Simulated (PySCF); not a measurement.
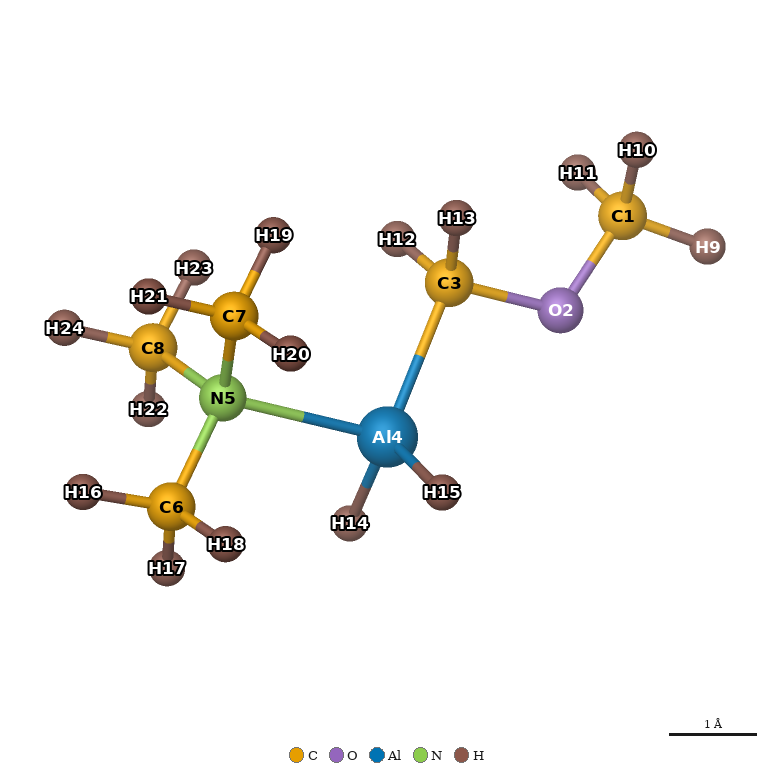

The atoms are numbered. The geometry was computed by an optimisation with PBE0-D3(BJ)/def2-SVP. No frequency run is at hand to confirm it as a minimum.

### Describe the coordination of atom 3.

C3 has 4 neighbours (O2 at 1.42, Al4 at 2.00, H12 at 1.11, H13 at 1.11 Å); the arrangement is tetrahedral.

### What is the geometry at C6?

C6 has 4 neighbours (N5 at 1.47, H16 at 1.10, H17 at 1.10, H18 at 1.10 Å); the arrangement is tetrahedral.

### Describe the coordination of atom 2.

O2 has 2 neighbours (C1 at 1.39, C3 at 1.42 Å); the arrangement is bent.

### What is the geometry at N5?

N5 has 4 neighbours (Al4 at 2.09, C6 at 1.47, C7 at 1.47, C8 at 1.47 Å); the arrangement is tetrahedral.

### What is the dihedral angle C3–Al4–N5–C6?

179° in size, that is anti.
